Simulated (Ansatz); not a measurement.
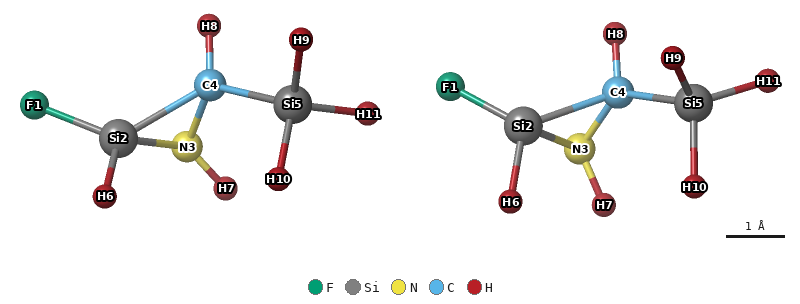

Two geometries of CH6FNSi2 (coarse preliminary run), drawn at one scale. One is the start of a relaxation, the other its converged end. Style: ball-and-stick. Shown at a tilt.

Method: RKS PBE-D4/def2-SVP (Ansatz). Settings: force threshold 0.03 eV/Å; at most 200 steps.

**Which geometry has the lower energy?**

The left one is the relaxed one. The start comes from a force field. H7 moves most after the best rigid fit: 0.73 Å. Largest moves by element: H 0.73 Å, F 0.42 Å, Si 0.30 Å, C 0.27 Å, N 0.17 Å. Among the contacts that change: N3–C4 1.384 → 1.526 Å, Si5–H11 1.443 → 1.510 Å, C4–Si5 1.837 → 1.887 Å, N3–H7 1.074 → 1.024 Å. Bond angles that change, for instance: Si2–N3–H7 108.2° → 134.6°, N3–Si2–H6 103.6° → 124.8°, F1–Si2–N3 103.8° → 116.8°. Groups turn about C4–Si5 by about 35°. Over 9 accepted moves (10 points after the start) the energy falls by 24.8 kcal/mol. Largest force component: 5.4 eV/Å at the start, 0.027 eV/Å at the end. The line search rejected the trial step at point 5 of the run. Cost: 16 s on 4 threads of Arm Neoverse V2, with other jobs on the host.
